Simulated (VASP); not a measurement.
Band structure of Li2S (antifluorite). These are LDA (Ceperley-Alder, Perdew-Zunger), VASP's LDA PAW potentials (set 64) (plane waves; VASP 6.6.1) values and carry that method's errors.

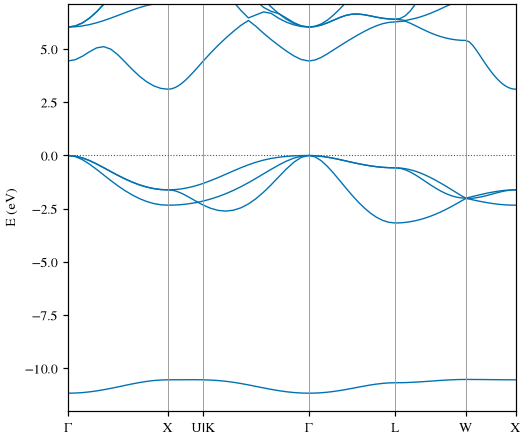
Fig. 1. Bands along high-symmetry lines, zero at the valence-band maximum or, without a gap, the Fermi level

Read the plot: is there a gap, and where are the band edges?

The gap is indirect, 3.11 eV, from the valence maximum at Γ to the conduction minimum at X. (Edges off the drawn lines would not show.)

The compound is Li2S in the antifluorite structure. It was relaxed first, which changed the volume by -8 %.
